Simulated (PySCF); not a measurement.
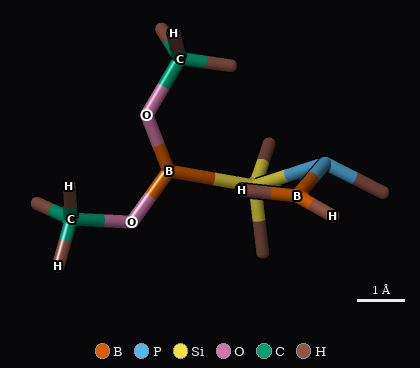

*The input geometry (stick view, seen at a tilt).*

Run report: C2H11B2O2PSi, NMR shielding calculation

System: C2H11B2O2PSi, SMILES BP[SiH2]B(OC)OC.
Method: GIAO PBE0/pcSseg-1 NMR shielding, non-relativistic, IEF-PCM acetone (PySCF 2.14.0).

The geometry comes from this level: PBE0-D3(BJ)/def2-SVP. It belongs to a series of runs on one base structure; here: solvent acetone. Figures and captions count atoms from 1; the log counts them from 0 in places.

## What the program printed
```
coarse grid: 16584 points
cycle   1  E = -913.0896381240  dE =  6.279e-01  |g| = 7.319e-01  |ddm| = 3.711e+00
cycle   2  E = -912.9839419559  dE =  1.057e-01  |g| = 1.067e+00  |ddm| = 1.300e+00
cycle   3  E = -913.1888839009  dE = -2.049e-01  |g| = 6.343e-02  |ddm| = 8.260e-01
cycle   4  E = -913.1896102374  dE = -7.263e-04  |g| = 2.140e-02  |ddm| = 6.834e-02
cycle   5  E = -913.1897495562  dE = -1.393e-04  |g| = 6.002e-03  |ddm| = 3.032e-02
cycle   6  E = -913.1897611330  dE = -1.158e-05  |g| = 1.616e-03  |ddm| = 8.356e-03
cycle   7  E = -913.1897618397  dE = -7.067e-07  |g| = 3.563e-04  |ddm| = 2.014e-03
final grid: 150192 points
cycle   8  E = -913.2545852021  dE = -3.390e-05  |g| = 1.174e-02  |ddm| = 2.575e-02
cycle   9  E = -913.2545638761  dE =  2.133e-05  |g| = 1.623e-02  |ddm| = 1.523e-02
cycle  10  E = -913.2546110635  dE = -4.719e-05  |g| = 1.178e-03  |ddm| = 9.249e-03
cycle  11  E = -913.2546113676  dE = -3.041e-07  |g| = 1.506e-04  |ddm| = 1.101e-03
cycle  12  E = -913.2546113732  dE = -5.570e-09  |g| = 6.298e-05  |ddm| = 2.059e-04
cycle  13  E = -913.2546113742  dE = -9.570e-10  |g| = 2.172e-05  |ddm| = 7.986e-05
```

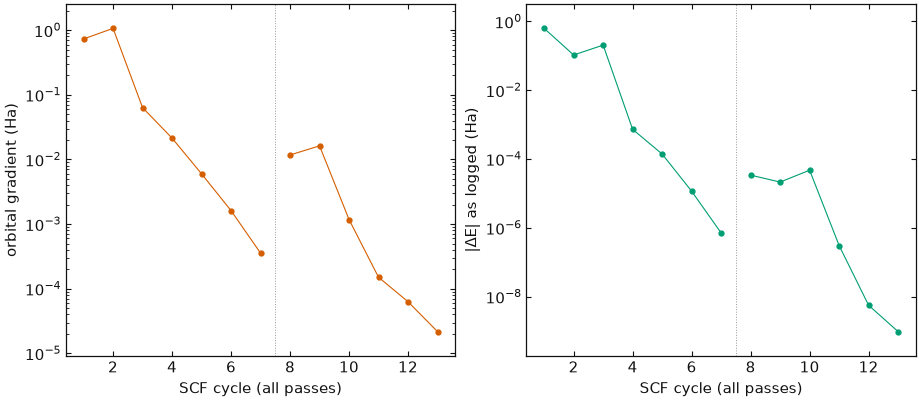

*Convergence of the self-consistent field: orbital gradient and size of the energy change against the SCF cycle. The dotted line marks the change from a coarse to the final integration grid.*

The first 7 cycles use a coarse grid, the final grid takes over at cycle 8, and the field converges after 13 cycles in all.

```
converged SCF energy = -913.2546113742

GIAO shielding tensors (ppm)
atom      isotropic    diamagn.    paramagn.     s11        s22        s33       span
  0 B       19.276     198.659    -179.384    -85.197      4.188    138.836    224.033
  1 P      452.725     971.356    -518.631    274.647    492.874    590.653    316.005
  2 Si     437.206     882.134    -444.928    412.342    440.159    459.117     46.775
  3 B       70.551     202.086    -131.535     61.988     66.505     83.162     21.174
  4 O      188.930     398.676    -209.746    -22.631    258.638    330.784    353.414
  5 C      127.387     245.314    -117.927    100.876    102.356    178.930     78.054
  6 O      203.718     396.822    -193.103     65.983    216.746    328.425    262.443
  7 C      132.648     243.382    -110.734    102.858    113.293    181.793     78.935
  8 H       23.491      32.003      -8.512     15.036     26.479     28.958     13.922
  9 H       23.113      29.210      -6.097     15.763     26.262     27.314     11.551
 10 H       26.978      29.322      -2.344     22.023     24.469     34.441     12.418
 11 H       27.280      30.056      -2.777     23.698     25.358     32.783      9.085
 12 H       27.004      29.747      -2.744     24.206     24.647     32.158      7.952
 13 H       27.044      30.958      -3.914     22.148     28.946     30.038      7.890
 14 H       27.337      28.952      -1.615     23.910     25.088     33.013      9.103
 15 H       27.284      28.219      -0.936     23.596     24.791     33.466      9.870
 16 H       27.648      27.424       0.225     23.745     25.220     33.980     10.235
 17 H       27.132      29.743      -2.611     22.957     26.126     32.312      9.355
 18 H       27.643      27.502       0.140     23.512     25.690     33.727     10.215
```

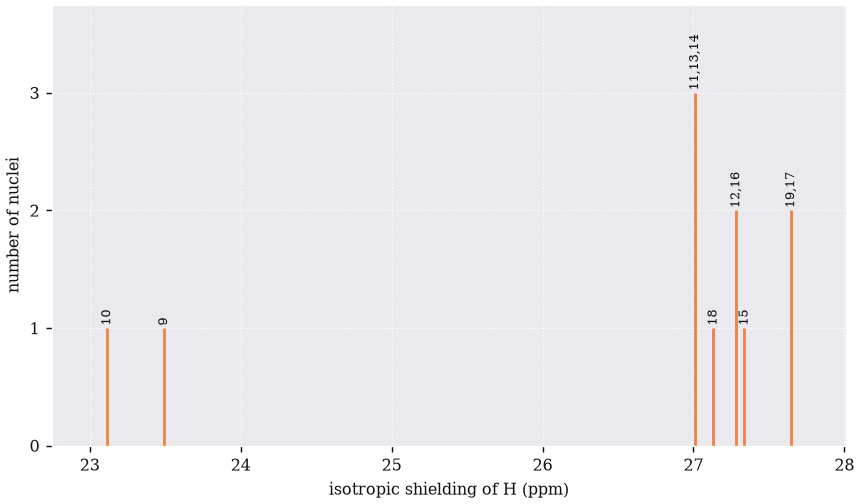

*Isotropic shieldings of the hydrogen nuclei in this fixed geometry, labelled by atom number; shielding grows to the right, so chemical shift grows to the left.*

The least shielded is H10 (23.1 ppm), the most shielded H17 (27.6 ppm).

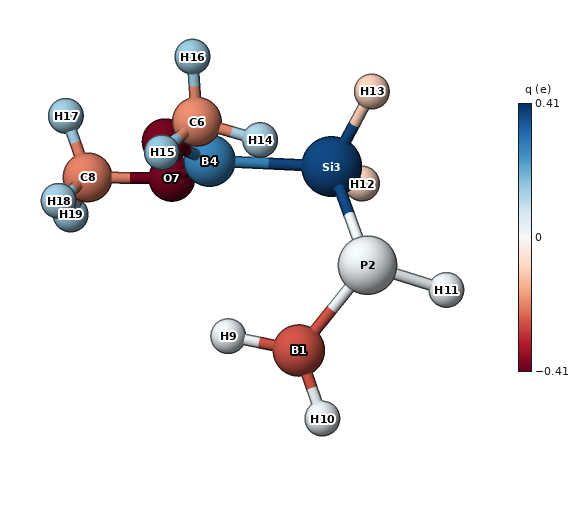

*IAO charges, as the colour of each atom (ball-and-stick view, seen at a tilt; atoms are numbered from 1 in the order of the input).*

By element: B −0.26 to +0.27, P +0.02, Si +0.37, O −0.39, C −0.21 to −0.19 and H −0.10 to +0.16 e.

The run was set up as follows.

## Input file
```
{"job": {"kind": "nmr", "xc": "PBE0", "basis": "pcSseg-1", "solvent": "acetone", "pop": true}, "charge": 0, "multiplicity": 1}
B      2.804419    -0.369082     0.397693
P      2.325058     1.346755    -0.069643
Si     0.443951     1.255265    -1.306006
B     -0.773618    -0.109614    -0.399505
O     -1.289224     0.004932     0.847703
C     -1.081396     1.097550     1.702376
O     -1.054621    -1.210388    -1.131375
C     -1.875106    -2.243918    -0.633816
H      1.928863    -1.121036     0.756185
H      3.965416    -0.685089     0.485989
H      3.352885     1.906806    -0.870503
H      0.759875     0.872739    -2.715470
H     -0.128145     2.640883    -1.328670
H     -0.224394     1.718249     1.390055
H     -0.880362     0.724609     2.717465
H     -1.983135     1.729469     1.735903
H     -2.939431    -1.992580    -0.770712
H     -1.697939    -2.424286     0.437203
H     -1.655405    -3.158618    -1.201648
```

The first line tells a small driver script what to run in PySCF; the rest is the geometry in Å.

Launched with:
```bash
OMP_NUM_THREADS=1 python <driver script> task.json out
```

## Results in brief

| quantity | value |
| --- | --- |
| outcome | converged |
| total energy | −913.254611 hartree |
| HOMO | −7.18 eV |
| LUMO | −1.59 eV |
| dipole moment | 1.98 D |
| isotropic shielding, B | 19.3 to 70.6 ppm |
| isotropic shielding, P | 452.7 ppm |
| isotropic shielding, Si | 437.2 ppm |
| isotropic shielding, O | 188.9 to 203.7 ppm |
| isotropic shielding, C | 127.4 to 132.6 ppm |
| hardware | 1 CPU thread, shared host |
| wall time | 75 s |
| peak memory | 1.2 GiB |
